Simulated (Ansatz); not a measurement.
**AsH3+ (doublet): correlated methods under varied settings at a displaced geometry (v1)**

Aim: run AsH3+ (doublet) at one geometry under a spread of methods and options, and see what each costs and gives.

Program: Ansatz 0.2.0, Gaussian basis. Level of theory: the settings change from run to run. These are calculated values, not measurements.

17 further runs of the same task are left out: 7 that didn't finish, 10 set aside as unsound or not needed.

## Step 1: The system

The geometry is a PBE0/def2-TZVP stationary point (not a proven minimum) with its atoms shifted at random (size 0.040 Å). No spin-orbit coupling is included. The filled d shell of As may be among the frozen orbitals whatever the setting's name suggests; the logs give the count.

4 atoms, charge 1, spin multiplicity 2.

Atoms are counted from 1 here; the program's logs count them from 0.

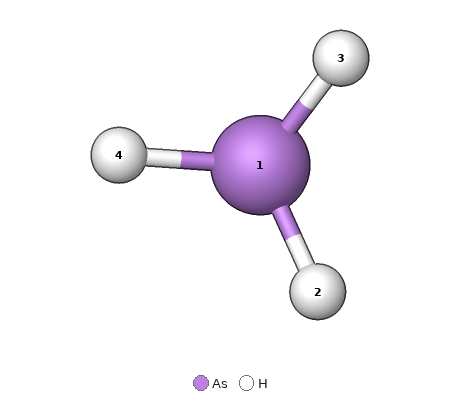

The structure; arsenic purple, hydrogen white; atoms are numbered from 1 in the order of the file.

## Step 2: BCCD(T) on ROHF/6-31G

Contents of in.yaml:

```yaml
crystal:
  periodic: [false, false, false]
  atoms:
    - {symbol: As, position_ang: [0.000175, -0.000109, -0.015041]}
    - {symbol: H, position_ang: [1.435454, -0.002488, 0.395928]}
    - {symbol: H, position_ang: [-0.684462, 1.281611, 0.345077]}
    - {symbol: H, position_ang: [-0.763996, -1.271049, 0.376987]}
basis:
  gaussian: {orbitals: 6-31G}
total_charge: 1
magnetization: {spin_polarized: false, initial_magnetization: 1}
correlation: {method: bccd_t, electrons: outside_noble_gas, diis_vectors: 12}
accuracy: high
```

Launch:

```
ansatz run in.yaml --threads 1 --pin off --events-out ev --progress --plain --max-ram 2393MiB
```

Standard output, cut to the lines that bear on the results:

```text
Functional definition: HF
  name "HF"
  cite "Fock, Z. Phys. 61, 126 (1930) doi:10.1007/BF01340294"
  parent pbe
[...]
595 factors; integrals over basis functions are off by at most 4.4e-9 eV
[...]
mean field -60824.01869605 eV, -2235.2414590793 hartree, gradient 1.1e-8 eV, S^2 0.750000; 0 other end points of the search recorded, 0 dependent functions left out
14 core orbitals not correlated: weight in the atoms' cores, before any rotation towards them, 0.999 or more for the frozen orbitals, at most 0.000 for the correlated occupied ones
reference -60824.01869605 eV, -2235.2414590793 hartree; 4, 3 occupied and 17, 18 virtual orbitals, 595 factors
second order -1.45072222 eV of doubles, -0.01746560 eV of singles
cycle   1  -1.84112949 eV  change   -3.7e-1 eV  update   5.1e-2
[...]
cycle  20  -2.03225168 eV  change   1.1e-10 eV  update  6.3e-10
perturbative correction -0.02461359 eV, -0.0009045328 hartree
Total energy: -60826.07556133 eV, -2235.3170474839 hartree
```

Wall time 0.81 s (1 thread of Arm Neoverse V2, shared host).

From the report: correlation -2.0569 eV; largest double amplitude 0.06.

## Step 3: MRCISD+Q(relaxed)(1,3)/cc-pVDZ

Changes to in.yaml since step 2:

```diff
@@ -8,6 +8,5 @@
 basis:
-  gaussian: {orbitals: 6-31G}
+  gaussian: {orbitals: cc-pVDZ, fitting: {mean_field: def2-universal-jkfit}}
 total_charge: 1
 magnetization: {spin_polarized: false, initial_magnetization: 1}
-correlation: {method: bccd_t, electrons: outside_noble_gas, diis_vectors: 12}
-accuracy: high
+correlation: {method: fic_mrcisd_q_relaxed, electrons: outside_noble_gas, active_space: {window: {electrons: 1, orbitals: 3}}}
```

Same command.

Standard output, cut to the lines that bear on the results:

```text
Functional definition: HF
  name "HF"
  cite "Fock, Z. Phys. 61, 126 (1930) doi:10.1007/BF01340294"
  parent pbe
[...]
320 factors; integrals over basis functions are off by at most 3.7e-1 eV
[...]
mean field -60833.27950231 eV, -2235.5817874320 hartree, gradient 2.4e-6 eV, S^2 0.750000; 0 other end points of the search recorded, 0 dependent functions left out
reference -60833.27950231 eV, -2235.5817874320 hartree; 18, 17 occupied and 24, 25 virtual orbitals, 320 factors
state -60833.27950231 eV, -2235.5817874320 hartree
contracted CI cycle   1: correlation 0.00000000 eV, 0.0000000000 hartree, residual 1.36e1 eV
contracted CI cycle   2: correlation -3.16027879 eV, -0.1161381033 hartree, residual 2.00e0 eV
contracted CI cycle   3: correlation -3.24694277 eV, -0.1193229459 hartree, residual 5.20e-1 eV
contracted CI cycle   4: correlation -3.25231657 eV, -0.1195204296 hartree, residual 1.35e-1 eV
contracted CI cycle   5: correlation -3.25267246 eV, -0.1195335083 hartree, residual 3.98e-2 eV
contracted CI cycle   6: correlation -3.25270715 eV, -0.1195347831 hartree, residual 1.30e-2 eV
contracted CI cycle   7: correlation -3.25271114 eV, -0.1195349295 hartree, residual 4.01e-3 eV
contracted CI cycle   8: correlation -3.25271149 eV, -0.1195349423 hartree, residual 1.28e-3 eV
state -60833.27950231 eV, -2235.5817874320 hartree; corrected -60836.75639674 eV, -2235.7095609456 hartree
WARN: 2 active orbitals are nearly empty or full. The corrections depend on them more than the energy does, and are more stable in an active space without them
Total energy: -60836.75639674 eV, -2235.7095609456 hartree
```

Run time: 0.81 s. Hardware: 1 thread of Arm Neoverse V2, shared host.

From the report: 3 determinants; active occupations 1.00, 0.00, 0.00. The report marks this result as in doubt.

## Step 4: NEVPT2(5,5)/6-31G

Contents of in.yaml:

```yaml
crystal:
  periodic: [false, false, false]
  atoms:
    - {symbol: As, position_ang: [0.000175, -0.000109, -0.015041]}
    - {symbol: H, position_ang: [1.435454, -0.002488, 0.395928]}
    - {symbol: H, position_ang: [-0.684462, 1.281611, 0.345077]}
    - {symbol: H, position_ang: [-0.763996, -1.271049, 0.376987]}
basis:
  gaussian: {orbitals: 6-31G}
total_charge: 1
magnetization: {spin_polarized: false, initial_magnetization: 1}
correlation: {method: sc_nevpt2, electrons: valence, active_space: {window: {electrons: 5, orbitals: 5}}}
```

The command is unchanged.

Standard output, cut to the lines that bear on the results:

```text
Functional definition: HF
  name "HF"
  cite "Fock, Z. Phys. 61, 126 (1930) doi:10.1007/BF01340294"
  parent pbe
[...]
346 factors; integrals over basis functions are off by at most 4.3e-4 eV
[...]
mean field -60824.01840952 eV, -2235.2414485493 hartree, gradient 2.3e-6 eV, S^2 0.750000; 0 other end points of the search recorded, 0 dependent functions left out
reference -60824.01840952 eV, -2235.2414485493 hartree; 18, 17 occupied and 17, 18 virtual orbitals, 346 factors
state -60824.98822366 eV, -2235.2770885618 hartree
state -60824.98822366 eV, -2235.2770885618 hartree; corrected -60829.75831756 eV, -2235.4523862792 hartree
state -60824.98617917 eV, -2235.2770134283 hartree
state -60824.98617917 eV, -2235.2770134283 hartree; corrected -60829.75670645 eV, -2235.4523270719 hartree
state -60824.98822366 eV, -2235.2770885618 hartree; corrected -60829.75831756 eV, -2235.4523862792 hartree
Total energy: -60829.75831756 eV, -2235.4523862792 hartree
```

Wall time 0.87 s (1 thread of Arm Neoverse V2, shared host).

From the report: 100 determinants; active occupations 1.98, 1.96, 1.00, 0.03, 0.02.

## Step 5: CCSD/6-31G

Changes to in.yaml since step 4:

```diff
@@ -10,3 +10,4 @@
 total_charge: 1
-magnetization: {spin_polarized: false, initial_magnetization: 1}
-correlation: {method: sc_nevpt2, electrons: valence, active_space: {window: {electrons: 5, orbitals: 5}}}
+magnetization: {spin_polarized: true, initial_magnetization: 1}
+hamiltonian: {xc: {name: PBE0}}
+correlation: {method: ccsd, electrons: outside_noble_gas, diis_vectors: 4}
```

Launched as before.

Standard output, cut to the lines that bear on the results:

```text
Functional definition: PBE0
  name "PBE0"
  cite "Adamo & Barone, J. Chem. Phys. 110, 6158 (1999) doi:10.1063/1.478522"
  cite "Perdew, Burke & Ernzerhof, Phys. Rev. Lett. 77, 3865 (1996) doi:10.1103/PhysRevLett.77.3865"
  parent pbe
[...]
346 factors; integrals over basis functions are off by at most 4.3e-4 eV
[...]
mean field -60862.62956022 eV, -2236.6603821660 hartree, gradient 1.8e-6 eV, S^2 0.751726; 0 other end points of the search recorded, 0 dependent functions left out
14 core orbitals not correlated: weight in the atoms' cores, before any rotation towards them, 0.999 or more for the frozen orbitals, at most 0.000 for the correlated occupied ones
reference -60823.87211710 eV, -2235.2360724022 hartree; 4, 3 occupied and 17, 18 virtual orbitals, 346 factors
second order -1.48786240 eV of doubles, -0.09662373 eV of singles
cycle   1  -1.93205743 eV  change   -3.5e-1 eV  update   4.9e-2
[...]
cycle  10  -2.11371564 eV  change    6.2e-6 eV  update   2.8e-6
Total energy: -60825.98583274 eV, -2235.3137500193 hartree
```

It took 0.9 s on 1 thread of Arm Neoverse V2, shared host.

From the report: ⟨S²⟩ of the determinant 0.752 (pure doublet: 0.75); correlation -2.1137 eV; T1 0.016; largest double amplitude 0.06. The orbitals are Kohn-Sham ones, so correlation energy and T1 don't compare with those on Hartree-Fock orbitals.

## Step 6: CASCI(5,3)/6-31G

Changes to in.yaml since step 5:

```diff
@@ -10,4 +10,4 @@
 total_charge: 1
-magnetization: {spin_polarized: true, initial_magnetization: 1}
-hamiltonian: {xc: {name: PBE0}}
-correlation: {method: ccsd, electrons: outside_noble_gas, diis_vectors: 4}
+magnetization: {spin_polarized: false, initial_magnetization: 1}
+correlation: {active_space: {window: {electrons: 5, orbitals: 3}, fixed_orbitals: true}}
+output: {forces: true}
```

Launched as before.

Standard output, cut to the lines that bear on the results:

```text
Functional definition: HF
  name "HF"
  cite "Fock, Z. Phys. 61, 126 (1930) doi:10.1007/BF01340294"
  parent pbe
[...]
346 factors; integrals over basis functions are off by at most 4.3e-4 eV
[...]
mean field -60824.01840952 eV, -2235.2414485493 hartree, gradient 2.3e-6 eV, S^2 0.750000; 0 other end points of the search recorded, 0 dependent functions left out
reference -60824.01840952 eV, -2235.2414485493 hartree; 18, 17 occupied and 17, 18 virtual orbitals, 346 factors
state -60824.01840952 eV, -2235.2414485493 hartree
[...]
Total energy: -60824.01840952 eV, -2235.2414485493 hartree
Atom 0 at     0.000175    -0.000109    -0.015041 Å, force    -0.335624    -0.485668     0.264009 eV/Å
Atom 1 at     1.435454    -0.002488     0.395928 Å, force    -0.261303    -0.067273    -0.034051 eV/Å
Atom 2 at    -0.684462     1.281611     0.345077 Å, force     0.082612    -0.352805    -0.036027 eV/Å
Atom 3 at    -0.763996    -1.271049     0.376987 Å, force     0.514315     0.905745    -0.193931 eV/Å
Dipole moment:    -0.006386    -0.004205     0.100527 e Å
```

Run time: 0.45 s. Hardware: 1 thread of Arm Neoverse V2, shared host.

From the report: 3 determinants; active occupations 2.00, 2.00, 1.00. With so small a space the active step adds no correlation: the energy is the mean field's.

## Step 7: CCSD(T) on ROHF/STO-3G

Changes to in.yaml since step 6:

```diff
@@ -8,6 +8,6 @@
 basis:
-  gaussian: {orbitals: 6-31G}
+  gaussian: {orbitals: STO-3G}
 total_charge: 1
 magnetization: {spin_polarized: false, initial_magnetization: 1}
-correlation: {active_space: {window: {electrons: 5, orbitals: 3}, fixed_orbitals: true}}
-output: {forces: true}
+correlation: {method: ccsd_t, electrons: valence}
+accuracy: high
```

Same command.

Standard output, cut to the lines that bear on the results:

```text
Functional definition: HF
  name "HF"
  cite "Fock, Z. Phys. 61, 126 (1930) doi:10.1007/BF01340294"
  parent pbe
[...]
260 factors; integrals over basis functions are off by at most 1.3e-8 eV
[...]
mean field -60158.08754669 eV, -2210.7689407245 hartree, gradient 1.1e-8 eV, S^2 0.750000; 0 other end points of the search recorded, 0 dependent functions left out
[...]
9 core orbitals not correlated: weight in the atoms' cores, before any rotation towards them, 1.000 or more for the frozen orbitals, at most 0.000 for the correlated occupied ones
reference -60158.08754669 eV, -2210.7689407245 hartree; 9, 8 occupied and 3, 4 virtual orbitals, 260 factors
second order -0.92844526 eV of doubles, -0.01140028 eV of singles
cycle   1  -1.26996363 eV  change   -3.3e-1 eV  update   5.1e-2
[...]
cycle  19  -1.48103829 eV  change  -3.3e-10 eV  update  3.5e-10
perturbative correction -0.00948013 eV, -0.0003483885 hartree
Total energy: -60159.57806511 eV, -2210.8237162661 hartree
```

It took 0.24 s on 1 thread of Arm Neoverse V2, shared host.

From the report: correlation -1.4905 eV; T1 0.008; largest double amplitude 0.07.

## Step 8: CCSD on ROHF/6-31G

Changes to in.yaml since step 7:

```diff
@@ -8,6 +8,6 @@
 basis:
-  gaussian: {orbitals: STO-3G}
+  gaussian: {orbitals: 6-31G}
 total_charge: 1
 magnetization: {spin_polarized: false, initial_magnetization: 1}
-correlation: {method: ccsd_t, electrons: valence}
-accuracy: high
+correlation: {method: ccsd, electrons: valence}
+scf: {lower_state_search: full}
```

The command is unchanged.

Standard output, cut to the lines that bear on the results:

```text
Functional definition: HF
  name "HF"
  cite "Fock, Z. Phys. 61, 126 (1930) doi:10.1007/BF01340294"
  parent pbe
[...]
346 factors; integrals over basis functions are off by at most 4.3e-4 eV
[...]
mean field -60824.01840952 eV, -2235.2414485493 hartree, gradient 2.3e-6 eV, S^2 0.750000; 3 other end points of the search recorded, 0 dependent functions left out
[...]
9 core orbitals not correlated: weight in the atoms' cores, before any rotation towards them, 1.000 or more for the frozen orbitals, at most 0.000 for the correlated occupied ones
reference -60824.01840952 eV, -2235.2414485493 hartree; 9, 8 occupied and 17, 18 virtual orbitals, 346 factors
second order -5.46542231 eV of doubles, -0.01834803 eV of singles
cycle   1  -5.48890495 eV  change   -4.8e-3 eV  update   5.4e-2
[...]
cycle   9  -5.73977811 eV  change    1.2e-5 eV  update   7.1e-6
Total energy: -60829.75818762 eV, -2235.4523815041 hartree
```

It took 0.69 s on 1 thread of Arm Neoverse V2, shared host.

From the report: correlation -5.7398 eV; T1 0.008; largest double amplitude 0.06.

## Step 9: MP2 on UHF/6-31G

Changes to in.yaml since step 8:

```diff
@@ -10,4 +10,4 @@
 total_charge: 1
-magnetization: {spin_polarized: false, initial_magnetization: 1}
-correlation: {method: ccsd, electrons: valence}
-scf: {lower_state_search: full}
+magnetization: {spin_polarized: true, initial_magnetization: 1}
+correlation: {method: mp2, electrons: outside_noble_gas}
+output: {forces: true}
```

Launched as before.

Standard output, cut to the lines that bear on the results:

```text
Functional definition: HF
  name "HF"
  cite "Fock, Z. Phys. 61, 126 (1930) doi:10.1007/BF01340294"
  parent pbe
[...]
346 factors; integrals over basis functions are off by at most 4.3e-4 eV
[...]
mean field -60824.05278307 eV, -2235.2427117539 hartree, gradient 7.6e-6 eV, S^2 0.756073; 0 other end points of the search recorded, 0 dependent functions left out
14 core orbitals not correlated: weight in the atoms' cores, before any rotation towards them, 0.999 or more for the frozen orbitals, at most 0.000 for the correlated occupied ones
reference -60824.05278307 eV, -2235.2427117539 hartree; 4, 3 occupied and 17, 18 virtual orbitals, 346 factors
second order -1.44362108 eV of doubles, -0.00000000 eV of singles
[...]
Total energy: -60825.49640414 eV, -2235.2957638500 hartree
Atom 0 at     0.000175    -0.000109    -0.015041 Å, force    -0.340664    -0.491591     0.138513 eV/Å
Atom 1 at     1.435454    -0.002488     0.395928 Å, force     0.038731    -0.064460     0.013716 eV/Å
Atom 2 at    -0.684462     1.281611     0.345077 Å, force    -0.054935    -0.083318     0.000280 eV/Å
Atom 3 at    -0.763996    -1.271049     0.376987 Å, force     0.356869     0.639369    -0.152508 eV/Å
Dipole moment:    -0.005627    -0.003401     0.098078 e Å
```

Run time: 0.54 s. Hardware: 1 thread of Arm Neoverse V2, shared host.

From the report: ⟨S²⟩ of the determinant 0.756 (pure doublet: 0.75).

## Step 10: BCCD on UHF/6-31G

Changes to in.yaml since step 9:

```diff
@@ -11,3 +11,3 @@
 magnetization: {spin_polarized: true, initial_magnetization: 1}
-correlation: {method: mp2, electrons: outside_noble_gas}
+correlation: {method: bccd, electrons: all}
 output: {forces: true}
```

The command is unchanged.

Standard output, cut to the lines that bear on the results:

```text
Functional definition: HF
  name "HF"
  cite "Fock, Z. Phys. 61, 126 (1930) doi:10.1007/BF01340294"
  parent pbe
[...]
346 factors; integrals over basis functions are off by at most 4.3e-4 eV
[...]
mean field -60824.05278307 eV, -2235.2427117539 hartree, gradient 7.6e-6 eV, S^2 0.756073; 0 other end points of the search recorded, 0 dependent functions left out
reference -60824.05278307 eV, -2235.2427117539 hartree; 18, 17 occupied and 17, 18 virtual orbitals, 346 factors
second order -6.91963923 eV of doubles, -0.00000000 eV of singles
cycle   1  -6.64814387 eV  change    2.7e-1 eV  update   5.6e-2
[...]
cycle  11  -6.95227793 eV  change   -7.3e-7 eV  update   1.8e-6
[...]
Total energy: -60831.00506100 eV, -2235.4982032556 hartree
Atom 0 at     0.000175    -0.000109    -0.015041 Å, force    -0.334833    -0.483818     0.019443 eV/Å
Atom 1 at     1.435454    -0.002488     0.395928 Å, force     0.201089    -0.062376     0.055242 eV/Å
Atom 2 at    -0.684462     1.281611     0.345077 Å, force    -0.129796     0.064472     0.035901 eV/Å
Atom 3 at    -0.763996    -1.271049     0.376987 Å, force     0.263540     0.481721    -0.110586 eV/Å
Dipole moment:    -0.004779    -0.002387     0.095948 e Å
```

It took 5.5 s on 1 thread of Arm Neoverse V2, shared host.

From the report: ⟨S²⟩ of the determinant 0.756 (pure doublet: 0.75); correlation -6.9523 eV; largest double amplitude 0.06.

## Step 11: All runs side by side

Where basis and cores are those of an earlier FCI/6-31G run (-60826.0843 eV), and the state is the same kind, the miss against it is given. † marks a result that the program doubts.

```csv
level,correlated,functions,energy (eV),from FCI (meV),time
BCCD(T) on ROHF/6-31G,outside noble gas,35,-60826.0756,8.7,0.81 s
"MRCISD+Q(relaxed)(1,3)/cc-pVDZ †",outside noble gas,42,-60836.7564,,0.81 s
"NEVPT2(5,5)/6-31G",valence,35,-60829.7583,,0.87 s
CCSD/6-31G (on PBE0 orbitals),outside noble gas,35,-60825.9858,98.4,0.9 s
"CASCI(5,3)/6-31G",,35,-60824.0184,2065.9,0.45 s
CCSD(T) on ROHF/STO-3G,valence,21,-60159.5781,,0.24 s
CCSD on ROHF/6-31G,valence,35,-60829.7582,,0.69 s
MP2 on UHF/6-31G,outside noble gas,35,-60825.4964,587.9,0.54 s
BCCD on UHF/6-31G,all,35,-60831.0051,,5.5 s
```

## Step 12: What came out

| quantity | value |
| --- | --- |
| runs | 9 |
| quickest | CCSD(T) on ROHF/STO-3G, 0.24 s |
| slowest | BCCD on UHF/6-31G, 5.5 s |

In words: Total energies in different bases, with other cores or another treatment of relativity can't be set against each other. BCCD on UHF/6-31G took 23 times as long as CCSD(T) on ROHF/STO-3G; the jobs differ in more than the method. Among the correlated runs with a miss given, it spans +9 to +588 meV. Hartree-Fock, CASSCF and CASCI lack dynamic correlation by design. Cores frozen from Kohn-Sham orbitals shift the total energy.
